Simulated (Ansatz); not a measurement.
# AsH3 (arsine): methods side by side

AsH3 has 4 atoms, charge 0, and is taken as a singlet. SMILES: `[AsH3]`. Geometry: relaxed at PBE0-D4/def2-TZVP.

```jsonl
{"atom": "As", "x (Å)": "-0.2158", "y (Å)": "0.4876", "z (Å)": "-0.3460"}
{"atom": "H", "x (Å)": "0.3499", "y (Å)": "0.6303", "z (Å)": "1.0594"}
{"atom": "H", "x (Å)": "-1.0680", "y (Å)": "-0.7055", "z (Å)": "0.0611"}
{"atom": "H", "x (Å)": "0.9339", "y (Å)": "-0.4125", "z (Å)": "-0.7745"}
```

Quantity: the energy change with the As1–H4 bond stretched from 1.522 to 2.283 Å, in eV. The values are calculated.

```json
{"level": "HF/STO-3G (restricted)", "kind": "Hartree–Fock", "program": "Ansatz", "value (eV)": "4.00", "less FCI/STO-3G": "+1.38", "CPU time (all runs)": "1.5 s"}
{"level": "SVWN5/STO-3G (restricted)", "kind": "LDA", "program": "Ansatz", "value (eV)": "3.00", "less FCI/STO-3G": "+0.38", "CPU time (all runs)": "0.74 s"}
{"level": "BLYP/STO-3G (restricted)", "kind": "GGA", "program": "Ansatz", "value (eV)": "2.77", "less FCI/STO-3G": "+0.15", "CPU time (all runs)": "1.1 s"}
{"level": "revPBE/STO-3G (restricted)", "kind": "GGA", "program": "Ansatz", "value (eV)": "2.81", "less FCI/STO-3G": "+0.19", "CPU time (all runs)": "1.2 s"}
{"level": "B3LYP/STO-3G (restricted)", "kind": "global hybrid", "program": "Ansatz", "value (eV)": "3.07", "less FCI/STO-3G": "+0.45", "CPU time (all runs)": "1.2 s"}
{"level": "wB97X/STO-3G (restricted)", "kind": "range-separated hybrid", "program": "Ansatz", "value (eV)": "3.45", "less FCI/STO-3G": "+0.83", "CPU time (all runs)": "5.1 s"}
{"level": "B2PLYP/STO-3G (restricted)", "kind": "double hybrid", "program": "Ansatz", "value (eV)": "3.19", "less FCI/STO-3G": "+0.57", "CPU time (all runs)": "1.5 s"}
{"level": "MP2/STO-3G (restricted)", "kind": "perturbation theory", "program": "Ansatz", "value (eV)": "3.31", "less FCI/STO-3G": "+0.69", "CPU time (all runs)": "0.25 s"}
{"level": "CCSDTQ/STO-3G (restricted)", "kind": "coupled cluster or CI", "program": "Ansatz", "value (eV)": "2.62", "less FCI/STO-3G": "0.00", "CPU time (all runs)": "9.5 s"}
{"level": "FCI/STO-3G", "kind": "exact in the basis", "program": "Ansatz", "value (eV)": "2.62", "less FCI/STO-3G": "0.00", "CPU time (all runs)": "0.61 s"}
```

FCI/STO-3G is exact within its basis and frozen core, so for wave-function methods in that basis the difference is their error; functionals converge differently with the basis, so for them it is only a difference. Spin-restricted single references rise too steeply as a bond breaks, Hartree–Fock most of all. All-electron rows without a relativistic Hamiltonian named are non-relativistic. The first shape isn't each level's own minimum. The values span 2.62 to 4.00 eV. All rows use very small basis sets, so even the best lies far from the true value. In the correlated wave-function rows the outer d shell of As is correlated, in sets not made for it. CPU times are rough (shared hosts, several kinds of processor): they show what a rung costs within a factor of a few.

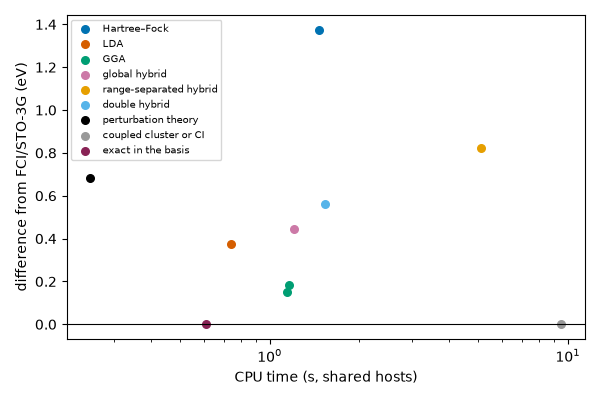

Difference from FCI/STO-3G against processor time, one point a level.
